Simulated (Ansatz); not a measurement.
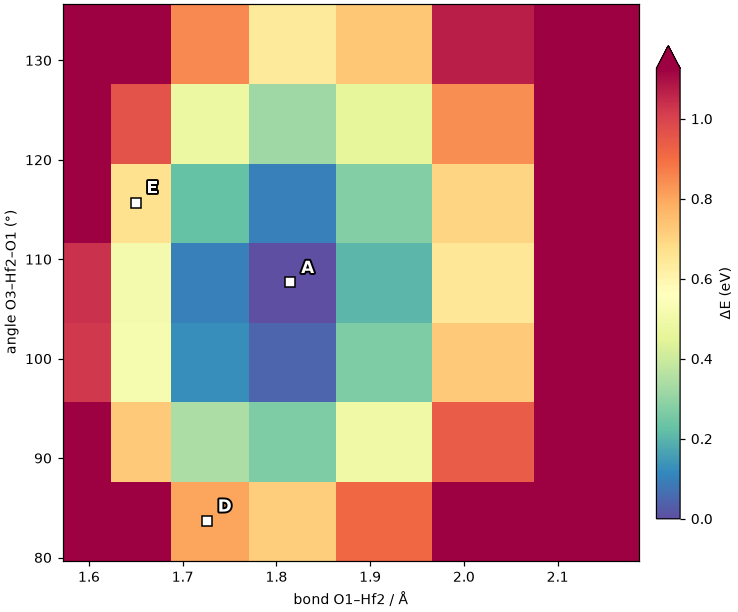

HfO2, SMILES [O]=[Hf]=[O]. Two internal coordinates are moved rigidly from the geometry relaxed at PBE0-D4/def2-TZVP, all others fixed. The first coordinate is: bond O1–Hf2; the second: angle O3–Hf2–O1. The scan uses a 7 × 7 grid. Energies: eV, counted from the lowest grid point. Method: RKS PBE-D4/def2-TZVPP in Ansatz.

The picture shows one coloured cell a grid point, one colour for all values above the top of the scale, lettered points.

> What kind of point is each of A, E: minimum, saddle, maximum or slope?

A: minimum; E: on a slope. (In these two coordinates alone; a stationary point may lie a little off the grid point.)

> Rank the lettered points by energy, lowest first.

A (0.00 eV), E (0.67 eV), D (0.80 eV).
